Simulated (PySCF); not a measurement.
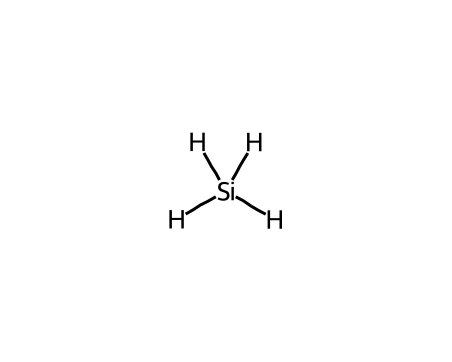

The geometry was computed by an optimisation with GFN2-xTB. No frequency run is at hand to confirm it as a minimum. Method: PBE0/pcSseg-1, gas phase (PySCF 2.14.0).

Give the HOMO–LUMO gap at this level.

Answer. 11.22 eV.

What is the HOMO energy (Kohn–Sham orbital)?

Answer. −9.96 eV.

The geometry is semi-empirical. Around Si such bond lengths and angles can be off by a tenth of an ångström or more and by several degrees, and values that hang on the shape move with them.
